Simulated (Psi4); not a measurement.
# PBE0/6-31G(d) (spherical functions, ints tolerance 1e-06, sweep point 3) run of CHFO (formyl fluoride)

What is the vertical ionisation energy of CHFO (formyl fluoride) at PBE0/6-31G* (spherical functions, ints tolerance 1e-06, sweep point 3)? 

The results are computed with Psi4 1.11.

4 further runs of the same task are left out: 4 set aside as unsound or not needed.

**1. The molecule**

The species is CHFO (4 atoms), meant as a singlet with charge 0. As SMILES, `O=CF`. The shape is that of a GFN2-xTB optimisation.

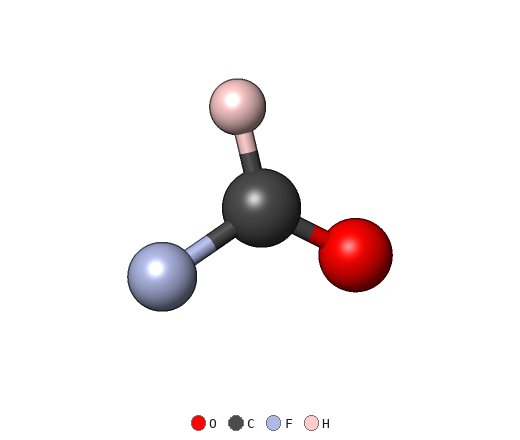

The structure, seen from a chosen angle (oxygen red, carbon dark grey, fluorine light blue, hydrogen pink).

**2. The energy at PBE0/6-31G(d) (spherical functions, ints tolerance 1e-06, sweep point 3)**

Contents of chfo.in:

```
memory 1600 mb

molecule m {
  O     -0.889680     0.196020     0.829980
  C     -0.049740     0.073340     0.022930
  F      0.584370    -1.090860    -0.181350
  H      0.355050     0.821510    -0.671560
  units angstrom
  symmetry c1
}

set {
  basis                6-31G*
  puream               true
  scf_type             direct
  dft_radial_points    99
  dft_spherical_points 590
  ints_tolerance       1e-06
  maxiter              60
}

result, w = energy('pbe0', return_wfn=True)
```

Run with:

```bash
$ psi4 -n 1 chfo.in chfo.out
```

chfo.out (excerpt; [...] marks lines left out):

```text
[...]
  Running in c1 symmetry.
[...]
  Nuclear repulsion =   67.642179664515808
[...]
  Multiplicity = 1
[...]
  Nalpha       = 12
  Nbeta        = 12
[...]
    Number of basis functions: 44
[...]
   @DF-RKS iter   1:  -213.44058327435147   -2.59045e-01   1.17811e-02 ADIIS/DIIS
[...]
   @RKS iter  12:  -213.54229068556515   -2.33655e-09   5.57862e-07 DIIS
[...]
    Orbital Energies [Eh]
    ---------------------
    Doubly Occupied:
       1A    -24.812396     2A    -19.256382     3A    -10.403862
       4A     -1.285650     5A     -1.121413     6A     -0.679974
       7A     -0.581958     8A     -0.517628     9A     -0.513267
      10A     -0.425762    11A     -0.401524    12A     -0.337660
[...]
  @RKS Final Energy:  -213.54229068556515
   => Energetics <=
    Nuclear Repulsion Energy =             67.6421796645158082
    One-Electron Energy =                -428.3803901885198684
    Two-Electron Energy =                 165.8647518669084207
    DFT Exchange-Correlation Energy =     -18.6688320284695131
    Empirical Dispersion Energy =           0.0000000000000000
    VV10 Nonlocal Energy =                  0.0000000000000000
    Total Energy =                       -213.5422906855651490
[...]
 Multipole Moments:
 ------------------------------------------------------------------------------------
     Multipole            Electronic (a.u.)      Nuclear  (a.u.)        Total (a.u.)
 ------------------------------------------------------------------------------------
 L = 1.  Multiply by 2.5417464519 to convert [e a0] to [Debye]
 Dipole X            :          0.6393356           -0.2227700            0.4165655
 Dipole Y            :         -1.4306122            1.7997926            0.3691805
 Dipole Z            :         -0.1085641           -0.4542896           -0.5628537
 Magnitude           :                                                    0.7915967
[...]
```

Wall time 4.5 s (1 thread of Intel Xeon 6975P-C (Granite Rapids), shared host); peak memory 0.48 GiB.

**3. The doublet cation at the same level**

Contents of input.dat:

```
memory 1.6 GB

molecule {
  1 2
  O     -0.889680     0.196020     0.829980
  C     -0.049740     0.073340     0.022930
  F      0.584370    -1.090860    -0.181350
  H      0.355050     0.821510    -0.671560
  symmetry c1
}

set globals {
  basis                6-31G*
  reference            uks
  puream               true
  scf_type             direct
  dft_radial_points    99
  dft_spherical_points 590
  ints_tolerance       1e-06
  maxiter              150
}

result, w = energy('pbe0', return_wfn=True)
```

Run with:

```bash
$ psi4 input.dat output.dat -n 1
```

output.dat (excerpt; [...] marks lines left out):

```text
[...]
  Running in c1 symmetry.
[...]
  Nuclear repulsion =   67.642179664515808
[...]
  Multiplicity = 2
[...]
  Nalpha       = 12
  Nbeta        = 11
[...]
    Number of basis functions: 44
[...]
   @DF-UKS iter   1:  -213.04231188276231    1.39227e-01   6.42656e-03 DIIS/ADIIS
[...]
   @UKS iter  15:  -213.08875642502443   -4.58459e-09   4.62133e-07 DIIS
[...]
   @S^2 Observed:                7.571653920E-01
[...]
    Orbital Energies [Eh]
    ---------------------
    Alpha Occupied:
       1A    -25.165335     2A    -19.737291     3A    -10.772762
       4A     -1.636357     5A     -1.560576     6A     -1.028127
       7A     -0.957905     8A     -0.915912     9A     -0.875742
      10A     -0.791076    11A     -0.773092    12A     -0.756484
    Alpha Virtual:
      13A     -0.369647    14A     -0.171670    15A     -0.122826
      16A     -0.034453    17A      0.193718    18A      0.206886
      19A      0.319802    20A      0.380673    21A      0.510899
      22A      0.555761    23A      0.618089    24A      0.682489
      25A      0.898370    26A      0.929668    27A      1.017857
[...]
  @UKS Final Energy:  -213.08875642502443
   => Energetics <=
    Nuclear Repulsion Energy =             67.6421796645158082
    One-Electron Energy =                -419.4513085904304717
    Two-Electron Energy =                 157.0641120244216040
    DFT Exchange-Correlation Energy =     -18.3437395235313936
    Empirical Dispersion Energy =           0.0000000000000000
    VV10 Nonlocal Energy =                  0.0000000000000000
    Total Energy =                       -213.0887564250244282
[...]
 Multipole Moments:
 ------------------------------------------------------------------------------------
     Multipole            Electronic (a.u.)      Nuclear  (a.u.)        Total (a.u.)
 ------------------------------------------------------------------------------------
 L = 1.  Multiply by 2.5417464519 to convert [e a0] to [Debye]
 Dipole X            :          0.2306455           -0.2227700            0.0078755
 Dipole Y            :         -0.7504471            1.7997926            1.0493455
 Dipole Z            :          0.0495497           -0.4542896           -0.4047399
 Magnitude           :                                                    1.1247232
[...]
```

It took 6.9 s on 1 thread of Intel Xeon 6975P-C (Granite Rapids), shared host; peak memory 0.48 GiB.

**4. Outcome**

Level: PBE0/6-31G* (spherical functions, ints tolerance 1e-06, sweep point 3).

| quantity | value |
| --- | --- |
| singlet CHFO: total energy | -213.54229 Eh |
| singlet CHFO: dipole moment | 2.01 D |
| singlet CHFO: HOMO energy | -9.19 eV |
| singlet CHFO: LUMO energy | -0.38 eV |
| singlet CHFO: HOMO–LUMO gap | 8.81 eV |
| doublet cation: total energy | -213.08876 Eh |
| doublet cation: HOMO energy (highest over α and β) | -20.49 eV |
| doublet cation: LUMO energy (lowest over α and β) | -15.43 eV |
| doublet cation: ⟨S²⟩ | 0.757 |
| vertical ionisation energy (to the doublet cation) | 12.341 eV |

The vertical ionisation energy comes to 12.34 eV (1191 kJ/mol). −ε(HOMO) before ionisation, 9.19 eV, is 3.15 eV below this ionisation energy.
